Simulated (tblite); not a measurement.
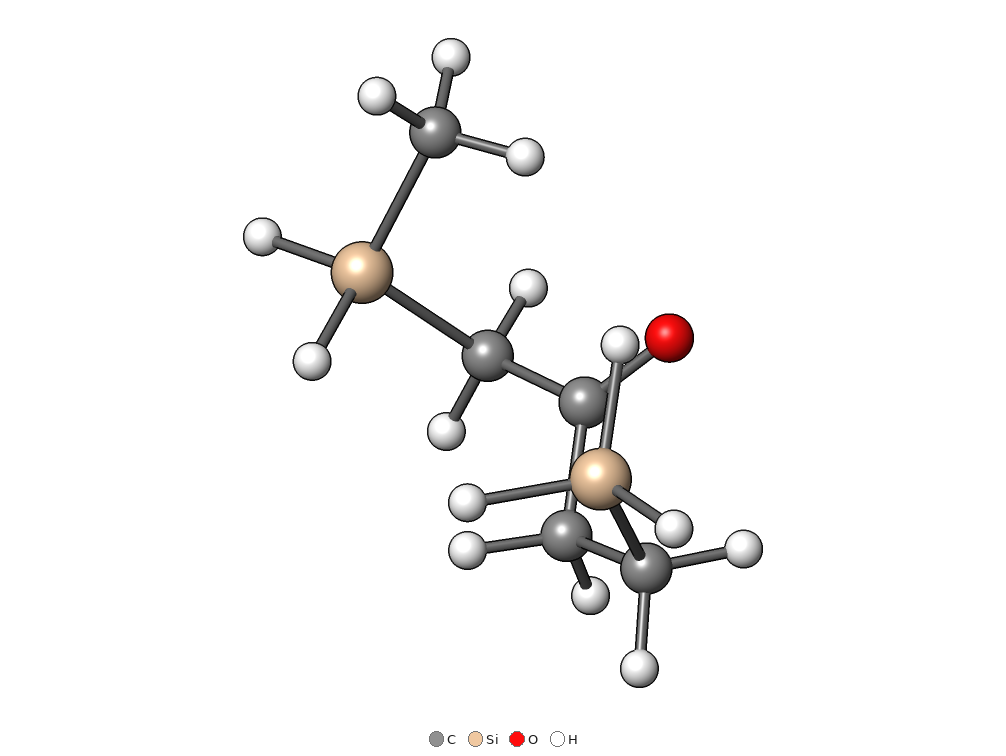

(Drawn from a calculation with tblite.)

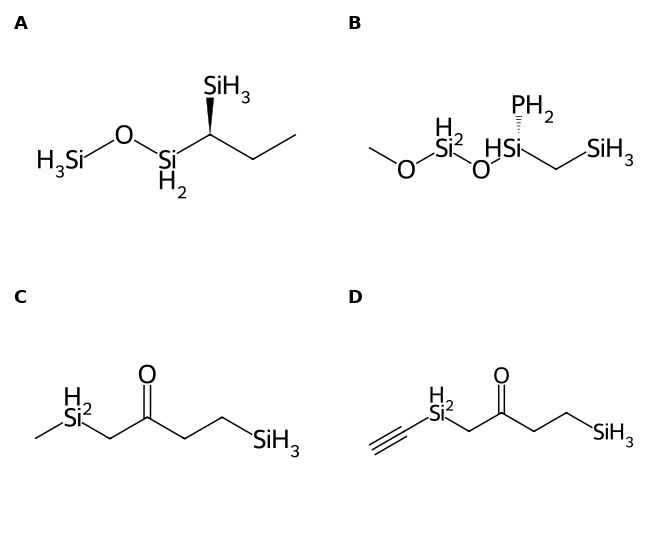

**The first picture shows one of the molecules drawn in the second. Which?**

C, `C[SiH2]CC(=O)CC[SiH3]`.
